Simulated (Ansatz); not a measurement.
# C3H6Si: geometry and vibrations

Aim: relax C3H6Si from a cheap starting geometry, check the end point by its vibrations and derive ideal-gas thermochemistry, and look at its orbitals and charge.

The runs use Ansatz 0.2.0, Gaussian basis; RKS PBE0-D4/def2-TZVP.

Plan: relaxation at PBE-D4/def2-SVP; relaxation at PBE0-D4/def2-TZVP; harmonic vibrations at the same level; a single point in def2-TZVPP for the fields.

## 1. The system as given

SMILES `C[SiH]1C=C1`, 10 atoms, charge 0, spin multiplicity 1.

Atoms are counted from 1 here; the program's logs count them from 0.

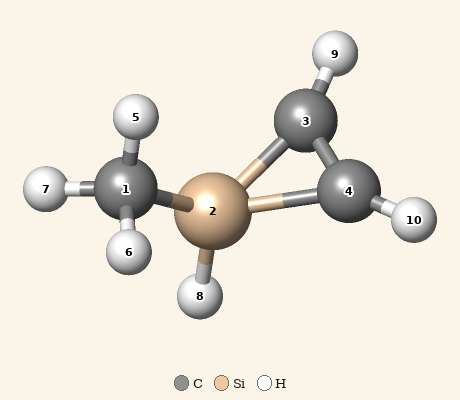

As it starts; carbon grey, silicon light orange, hydrogen white; atoms are numbered from 1 in the order of the file.

As a file:

```mol
C3H6Si
  3D, bonds by distance, orders not assigned

 10 10  0  0  0  0  0  0  0  0999 V2000
   -1.1883    0.2380   -0.8835 C   0  0
   -0.2616   -0.4119    0.4659 Si  0  0
    1.4239   -0.7188    0.2532 C   0  0
    1.3210    0.4465    0.8404 C   0  0
   -0.6333    0.4470   -1.8118 H   0  0
   -1.6878    1.2588   -0.6248 H   0  0
   -2.0288   -0.3827   -1.1779 H   0  0
   -0.9076   -0.8747    1.6810 H   0  0
    2.2677   -1.3244   -0.0123 H   0  0
    1.7779    1.2712    1.2726 H   0  0
  1  2  8  0
  2  3  8  0
  3  4  8  0
  1  5  8  0
  1  6  8  0
  1  7  8  0
  2  8  8  0
  3  9  8  0
  4 10  8  0
  2  4  8  0
M  END
```

The start is a force-field geometry with small random shifts, so a cheaper pass at PBE-D4/def2-SVP comes first.

## 2. Relaxation at PBE-D4/def2-SVP (cheap first pass)

File in.yaml:

```yaml
crystal:
  periodic: [false, false, false]
  atoms:
    - {symbol: C, position_ang: [-1.188300, 0.238000, -0.883500]}
    - {symbol: Si, position_ang: [-0.261600, -0.411900, 0.465900]}
    - {symbol: C, position_ang: [1.423900, -0.718800, 0.253200]}
    - {symbol: C, position_ang: [1.321000, 0.446500, 0.840400]}
    - {symbol: H, position_ang: [-0.633300, 0.447000, -1.811800]}
    - {symbol: H, position_ang: [-1.687800, 1.258800, -0.624800]}
    - {symbol: H, position_ang: [-2.028800, -0.382700, -1.177900]}
    - {symbol: H, position_ang: [-0.907600, -0.874700, 1.681000]}
    - {symbol: H, position_ang: [2.267700, -1.324400, -0.012300]}
    - {symbol: H, position_ang: [1.777900, 1.271200, 1.272600]}
basis:
  gaussian: {orbitals: def2-SVP}
hamiltonian: {xc: pbe, dispersion: d4}
relax: {f_tol: 0.03, max_steps: 200}
```

On the command line:

```sh
ansatz run in.yaml --threads 2 --pin off --events-out ev --progress --plain --max-ram 4352MiB
```

Log (excerpt; [...] marks lines left out):

```text
Functional definition: PBE
  name "PBE"
  cite "Perdew, Burke & Ernzerhof, Phys. Rev. Lett. 77, 3865 (1996) doi:10.1103/PhysRevLett.77.3865"
  parent pbe
[...]
1018 factors; their error is unknown
[...]
mean field -11070.51402324 eV, -406.8338864903 hartree, gradient 5.3e-5 eV, S^2 0.000000; 0 other end points of the search recorded, 0 dependent functions left out
[...]
reference -11070.51405539 eV, -406.8338876717 hartree; 19, 19 occupied and 71, 71 virtual orbitals, 1018 factors
relax step   1: F+E_penalty+E_count = -11070.70777051 eV  Δ(F+E_penalty+E_count) = +0.000e0 eV  max|allowed force component| = 2.914e0 eV/Å  Δτ_max = 0.0000 Å  (28 SCF iters, accepted)
[...]
relax step   5: F+E_penalty+E_count = -11071.46846819 eV  Δ(F+E_penalty+E_count) = -5.291e-3 eV  max|allowed force component| = 3.214e-2 eV/Å  Δτ_max = 0.0417 Å  (29 SCF iters, accepted)
[...]
relax step   6: F+E_penalty+E_count = -11071.46898028 eV  Δ(F+E_penalty+E_count) = -5.121e-4 eV  max|allowed force component| = 1.118e-2 eV/Å  Δτ_max = 0.0236 Å  (30 SCF iters, accepted)
1018 factors; their error is unknown
[...]
mean field -11071.28225038 eV, -406.8621183168 hartree, gradient 1.5e-5 eV, S^2 0.000000; 1 other end points of the search recorded, 0 dependent functions left out
[...]
reference -11071.28228404 eV, -406.8621195539 hartree; 19, 19 occupied and 71, 71 virtual orbitals, 1018 factors
Total energy: -11071.46901394 eV, -406.8689817512 hartree
Atom 0 at    -1.317526     0.295730    -0.928812 Å, force    -0.006376     0.002427    -0.000010 eV/Å
Atom 1 at    -0.250412    -0.260810     0.519070 Å, force    -0.000818     0.004130    -0.011176 eV/Å
Atom 2 at     1.507235    -0.760852     0.322781 Å, force     0.001011     0.000355     0.001793 eV/Å
Atom 3 at     1.400202     0.465679     0.872130 Å, force     0.002804    -0.003645     0.006473 eV/Å
Atom 4 at    -0.678837     0.676418    -1.750211 Å, force    -0.006352     0.001283     0.003104 eV/Å
Atom 5 at    -2.013018     1.103920    -0.620606 Å, force     0.004688    -0.010965    -0.002285 eV/Å
Atom 6 at    -1.928740    -0.544871    -1.317968 Å, force     0.007629     0.006623     0.004832 eV/Å
Atom 7 at    -1.073223    -0.832514     1.639841 Å, force    -0.000247     0.000227    -0.000934 eV/Å
Atom 8 at     2.335129    -1.429941     0.035133 Å, force    -0.001987    -0.001164     0.002317 eV/Å
Atom 9 at     2.102290     1.236239     1.231441 Å, force    -0.000353     0.000728    -0.004115 eV/Å
Dipole moment:    -0.032816     0.054593    -0.127083 e Å
```

Wall time 9.5 s (2 threads of Arm Neoverse V1, shared host).

Along the way:

```tsv
step	energy from step 1 (eV)	largest force component (eV/Å)
1	0.0000	2.9139
2	-0.5779	1.7270
3	-0.6472	0.4826
4	-0.7554	0.1579
5	-0.7607	0.0321
6	-0.7612	0.0112
```

Close pairs (by a distance rule), those that changed most:

```tsv
bond	before (Å)	after (Å)	change (Å)
C1–Si2	1.761	1.883	+0.122
Si2–C3	1.726	1.838	+0.112
C4–H10	1.037	1.103	+0.065
C1–H6	1.166	1.110	-0.056
Si2–H8	1.452	1.503	+0.051
C3–C4	1.309	1.348	+0.039
C3–H9	1.072	1.103	+0.031
C1–H7	1.086	1.110	+0.024
```

## 3. Relaxation at PBE0-D4/def2-TZVP

File in.yaml:

```yaml
crystal:
  periodic: [false, false, false]
  atoms:
    - {symbol: C, position_ang: [-1.317526, 0.295730, -0.928812]}
    - {symbol: Si, position_ang: [-0.250412, -0.260810, 0.519070]}
    - {symbol: C, position_ang: [1.507235, -0.760852, 0.322781]}
    - {symbol: C, position_ang: [1.400202, 0.465679, 0.872130]}
    - {symbol: H, position_ang: [-0.678837, 0.676418, -1.750211]}
    - {symbol: H, position_ang: [-2.013018, 1.103920, -0.620606]}
    - {symbol: H, position_ang: [-1.928740, -0.544871, -1.317968]}
    - {symbol: H, position_ang: [-1.073223, -0.832514, 1.639841]}
    - {symbol: H, position_ang: [2.335129, -1.429941, 0.035133]}
    - {symbol: H, position_ang: [2.102290, 1.236239, 1.231441]}
basis:
  gaussian: {orbitals: def2-TZVP}
hamiltonian: {xc: pbe0, dispersion: d4}
relax: {f_tol: 0.005, max_steps: 150}
```

The command is unchanged.

Log (excerpt; [...] marks lines left out):

```text
Functional definition: PBE0
  name "PBE0"
  cite "Adamo & Barone, J. Chem. Phys. 110, 6158 (1999) doi:10.1063/1.478522"
  cite "Perdew, Burke & Ernzerhof, Phys. Rev. Lett. 77, 3865 (1996) doi:10.1103/PhysRevLett.77.3865"
  parent pbe
[...]
1072 factors; their error is unknown
[...]
mean field -11078.79451827 eV, -407.1381890697 hartree, gradient 2.4e-5 eV, S^2 0.000000; 0 other end points of the search recorded, 0 dependent functions left out
[...]
reference -11078.79454990 eV, -407.1381902320 hartree; 19, 19 occupied and 147, 147 virtual orbitals, 1072 factors
relax step   1: F+E_penalty+E_count = -11078.95150820 eV  Δ(F+E_penalty+E_count) = +0.000e0 eV  max|allowed force component| = 6.716e-1 eV/Å  Δτ_max = 0.0000 Å  (28 SCF iters, accepted)
[...]
Atom 0 at    -1.303902     0.293871    -0.920626 Å, force     0.000338    -0.000003     0.001909 eV/Å
Atom 1 at    -0.237961    -0.250475     0.506479 Å, force    -0.000320     0.000644    -0.003094 eV/Å
Atom 2 at     1.486735    -0.756855     0.323184 Å, force     0.000863    -0.000170     0.001996 eV/Å
Atom 3 at     1.385166     0.458931     0.862428 Å, force     0.001701    -0.001197    -0.001012 eV/Å
Atom 4 at    -0.689683     0.688990    -1.731742 Å, force     0.000412    -0.000771     0.004192 eV/Å
Atom 5 at    -2.003994     1.071501    -0.604039 Å, force    -0.002592     0.000034    -0.001081 eV/Å
Atom 6 at    -1.891327    -0.544016    -1.305188 Å, force    -0.000746    -0.000350    -0.001044 eV/Å
Atom 7 at    -1.063440    -0.808094     1.608726 Å, force    -0.000581     0.001430    -0.001757 eV/Å
Atom 8 at     2.309761    -1.408080     0.052841 Å, force     0.000447     0.001330     0.000273 eV/Å
Atom 9 at     2.091746     1.203225     1.210736 Å, force     0.000477    -0.000948    -0.000381 eV/Å
Dipole moment:    -0.030126     0.053546    -0.126224 e Å
```

Run time: 26 s. Hardware: 2 threads of Arm Neoverse V1, shared host.

Step by step:

```tsv
step	energy from step 1 (eV)	largest force component (eV/Å)
1	0.0000	0.6716
2	-0.0493	0.4276
3	-0.0575	0.0561
4	-0.0577	0.0368
5	-0.0578	0.0055
6	-0.0578	0.0042
```

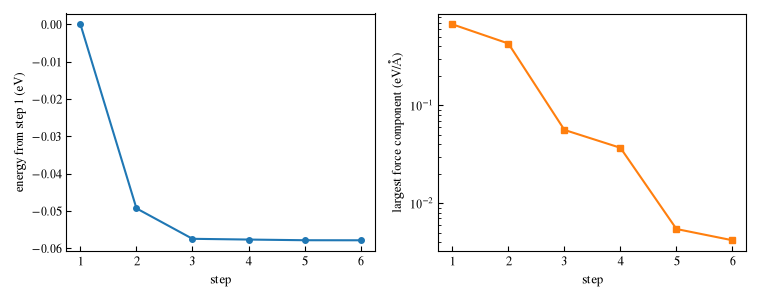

Energy and force, step by step.

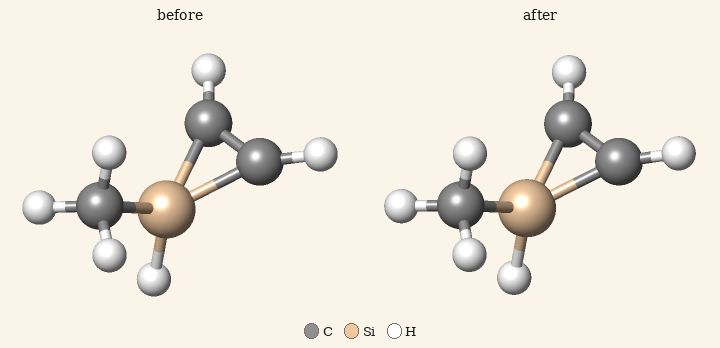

The geometry before (left) and after (right).

Close pairs (by a distance rule), those that changed most:

```tsv
bond	before (Å)	after (Å)	change (Å)
Si2–C3	1.838	1.807	-0.031
Si2–C4	1.838	1.807	-0.031
C1–Si2	1.883	1.863	-0.020
C3–H9	1.103	1.084	-0.019
C4–H10	1.103	1.084	-0.019
Si2–H8	1.503	1.486	-0.018
C1–H6	1.110	1.093	-0.017
C1–H7	1.110	1.093	-0.017
```

Mulliken charges at the end point, from the run's report:

```tsv
atom	value (e)
C1	-0.50
Si2	0.27
C3	-0.22
C4	-0.22
H5	0.15
H6	0.14
H7	0.14
H8	-0.03
H9	0.14
H10	0.14
```

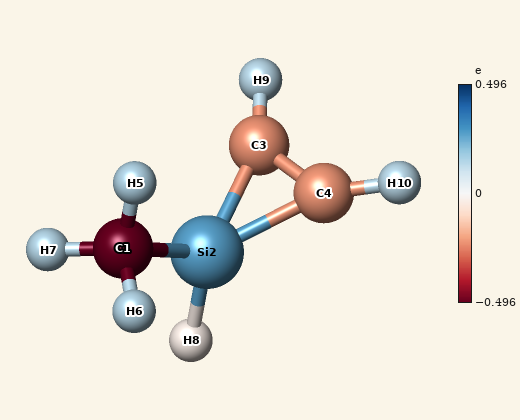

Mulliken charges at the end point, from the run's report, as colours on the atoms.

## 4. Harmonic vibrations

File in.yaml:

```yaml
crystal:
  periodic: [false, false, false]
  atoms:
    - {symbol: C, position_ang: [-1.303902, 0.293871, -0.920626]}
    - {symbol: Si, position_ang: [-0.237961, -0.250475, 0.506479]}
    - {symbol: C, position_ang: [1.486735, -0.756855, 0.323184]}
    - {symbol: C, position_ang: [1.385166, 0.458931, 0.862428]}
    - {symbol: H, position_ang: [-0.689683, 0.688990, -1.731742]}
    - {symbol: H, position_ang: [-2.003994, 1.071501, -0.604039]}
    - {symbol: H, position_ang: [-1.891327, -0.544016, -1.305188]}
    - {symbol: H, position_ang: [-1.063440, -0.808094, 1.608726]}
    - {symbol: H, position_ang: [2.309761, -1.408080, 0.052841]}
    - {symbol: H, position_ang: [2.091746, 1.203225, 1.210736]}
basis:
  gaussian: {orbitals: def2-TZVP}
hamiltonian: {xc: pbe0, dispersion: d4}
phonons: {temperatures: {t_min: 298.15, t_max: 900, t_step: 200}}
```

Launched as before.

Log (excerpt; [...] marks lines left out):

```text
Functional definition: PBE0
  name "PBE0"
  cite "Adamo & Barone, J. Chem. Phys. 110, 6158 (1999) doi:10.1063/1.478522"
  cite "Perdew, Burke & Ernzerhof, Phys. Rev. Lett. 77, 3865 (1996) doi:10.1103/PhysRevLett.77.3865"
  parent pbe
[...]
1072 factors; their error is unknown
[...]
mean field -11078.85126643 eV, -407.1402745261 hartree, gradient 2.9e-5 eV, S^2 0.000000; 0 other end points of the search recorded, 0 dependent functions left out
[...]
reference -11078.85129761 eV, -407.1402756721 hartree; 19, 19 occupied and 147, 147 virtual orbitals, 1072 factors
[...]
1072 factors; their error is unknown
mean field -11078.85109704 eV, -407.1402683011 hartree, gradient 2.4e-6 eV, S^2 0.000000; 0 other end points of the search recorded, 0 dependent functions left out
[...]
reference -11078.85112823 eV, -407.1402694473 hartree; 19, 19 occupied and 147, 147 virtual orbitals, 1072 factors
[...]
Atom 3 at     1.385166     0.458931     0.862428 Å, force     0.001704    -0.001164    -0.000998 eV/Å
Atom 4 at    -0.689683     0.688990    -1.731742 Å, force     0.000411    -0.000769     0.004194 eV/Å
Atom 5 at    -2.003994     1.071501    -0.604039 Å, force    -0.002578     0.000019    -0.001090 eV/Å
Atom 6 at    -1.891327    -0.544016    -1.305188 Å, force    -0.000761    -0.000372    -0.001050 eV/Å
Atom 7 at    -1.063440    -0.808094     1.608726 Å, force    -0.000585     0.001429    -0.001752 eV/Å
Atom 8 at     2.309761    -1.408080     0.052841 Å, force     0.000429     0.001341     0.000276 eV/Å
Atom 9 at     2.091746     1.203225     1.210736 Å, force     0.000474    -0.000955    -0.000383 eV/Å
Dipole moment:    -0.030127     0.053546    -0.126224 e Å
Vibrations: 128.95 236.74 237.83 620.16 634.67 643.53 720.87 755.46 781.12 834.15 922.47 934.33 992.15 1145.14 1273.27 1445.79 1447.34 1548.02 2217.25 3049.77 3128.96 3147.24 3185.55 3208.73 cm⁻¹, zero-point energy 2.060585 eV
```

Run time: 2.7 min. Hardware: 2 threads of Arm Neoverse V1, shared host.

Motions are named by where the mode's potential energy lies. The modes, unscaled (a negative number is an imaginary wavenumber):

```tsv
mode	cm⁻¹	motion
1	129	torsion
2	237	bend
3	238	bend with torsion
4	620	torsion with bend
5	635	out-of-plane bend
6	644	Si–C stretch with bend
7	721	bend
8	755	bend
9	781	bend with torsion
10	834	Si–C stretch with bend
11	922	bend
12	934	bend
13	992	out-of-plane bend
14	1145	bend
15	1273	bend
16	1446	bend
17	1447	bend
18	1548	C–C stretch
19	2217	Si–H stretch
20	3050	C–H stretch
21	3129	C–H stretch
22	3147	C–H stretch
23	3186	C–H stretch
24	3209	C–H stretch
```

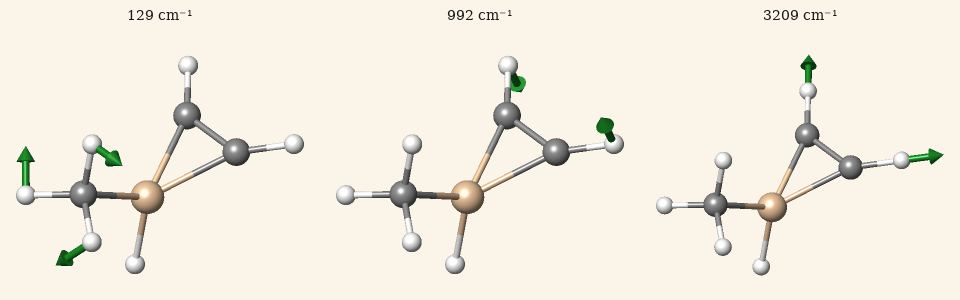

Displacements of 3 modes, as arrows.

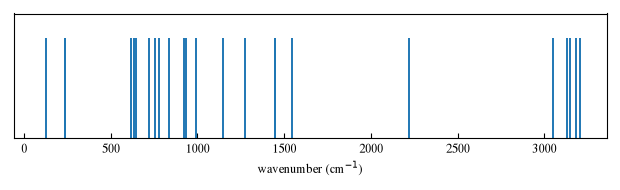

The harmonic wavenumbers as sticks (no intensities were computed).

Ideal gas, rigid rotor and harmonic oscillator at 298.15 K and 1 bar, with symmetry number 1:

```tsv
term	value
zero-point energy	47.5 kcal/mol
H(298) − E	51.6 kcal/mol
entropy, translation	161.9 J/(mol K)
entropy, rotation	103.1 J/(mol K)
entropy, vibration	38.5 J/(mol K)
entropy, total	303.4 J/(mol K)
```

## 5. A single point for the fields

in.yaml, as its differences from that of step 4:

```diff
@@ -14,4 +14,4 @@
 basis:
-  gaussian: {orbitals: def2-TZVP}
+  gaussian: {orbitals: def2-TZVPP}
 hamiltonian: {xc: pbe0, dispersion: d4}
-phonons: {temperatures: {t_min: 298.15, t_max: 900, t_step: 200}}
+output: {orbitals: {seedname: orbitals}}
```

Same command.

Log:

```text
Functional definition: PBE0
  name "PBE0"
  cite "Adamo & Barone, J. Chem. Phys. 110, 6158 (1999) doi:10.1063/1.478522"
  cite "Perdew, Burke & Ernzerhof, Phys. Rev. Lett. 77, 3865 (1996) doi:10.1103/PhysRevLett.77.3865"
  parent pbe
  parameter a = 0.25
  parameter kappa = 0.804
  parameter beta = 0.06672455060314922
  exchange = (1 - a)*pbe_x(kappa = kappa, mu = beta*pi^2/3) + a*exact_x
  correlation = pbe_c(beta = beta)
1185 factors; their error is unknown
mean field evaluation 1: about -11068.5256 eV, gradient 6.7e1 eV
mean field evaluation 2: about -11063.1190 eV, gradient 7.7e1 eV
mean field evaluation 4: about -11078.8363 eV, gradient 4.6e0 eV
mean field evaluation 8: about -11078.8899 eV, gradient 1.7e-2 eV
mean field evaluation 16: about -11078.9051 eV, gradient 4.2e-5 eV
mean field -11078.90511800 eV, -407.1422535349 hartree, gradient 4.2e-5 eV, S^2 0.000000; 0 other end points of the search recorded, 0 dependent functions left out
reference -11078.90514991 eV, -407.1422547077 hartree; 19, 19 occupied and 200, 200 virtual orbitals, 1185 factors
Total energy: -11079.06323868 eV, -407.1480643629 hartree
```

Run time: 3.6 s. Hardware: 2 threads of Arm Neoverse V1, shared host.

The fields below are evaluated on a grid from the run's orbitals.

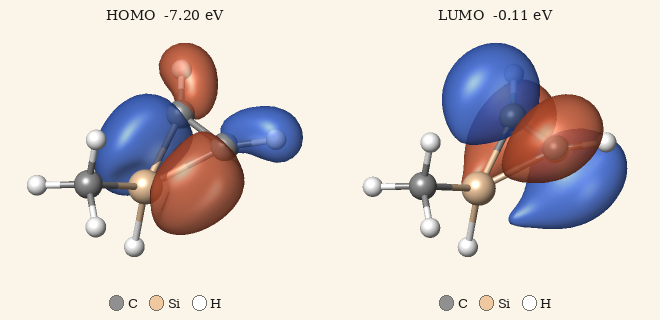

PBE0-D4/def2-TZVPP orbitals near the gap, drawn at the value that encloses 70 % of each; the two colours are the two signs.

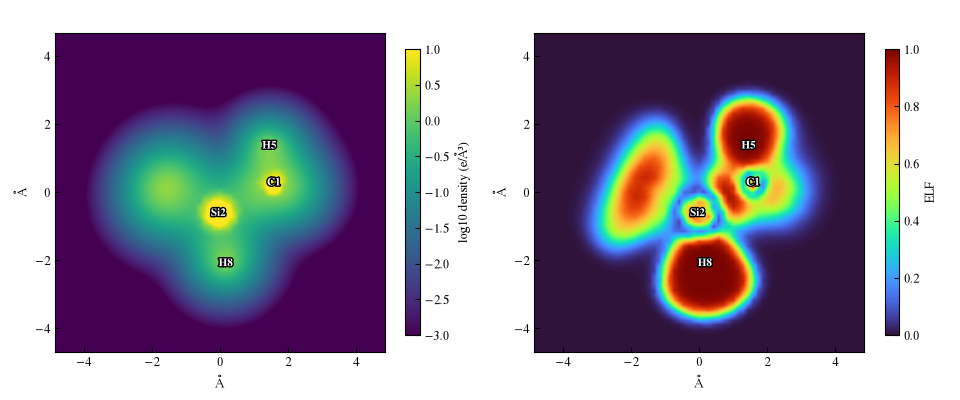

Density (left) and ELF (right) in a plane through or near 4 of the atoms.

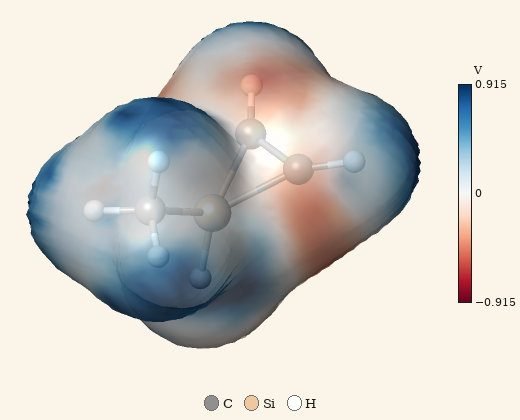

Electrostatic potential on the surface of density 0.002 e/bohr³; red is low, blue high. It runs, from the 1st to the 99th percentile, from -0.50 V near C4 to 0.92 V near H7.

## 6. Outcome

| quantity | value |
| --- | --- |
| point group | Cs |
| steps | 6 + 6 |
| shift from the start (rms) | 0.219 Å |
| total energy | -11079.0094 eV |
| dispersion term | -158 meV |
| dipole moment | 0.67 D |
| lowest, highest wavenumber | 129, 3209 cm⁻¹ |
| zero-point energy | 47.5 kcal/mol |
| entropy at 298.15 K | 303.4 J/(mol K) |
| HOMO, LUMO | -7.20, -0.11 eV |

**Reading.** The relaxed geometry lies 0.22 Å (rms) from the start; the bond that changed most is C1–Si2, from 1.761 to 1.863 Å. All wavenumbers are real, so the end point is a minimum. The stiffest mode, 3209 cm⁻¹, is a C–H stretch. Harmonic hybrid wavenumbers usually lie a few per cent above measured fundamentals. The largest Mulliken charge, -0.50 e, sits on C1. The HOMO lies mostly on Si2 26 %; C3, C4 about 25 % each and the LUMO on C3, C4 about 33 % each; H9, H10 about 11 % each.
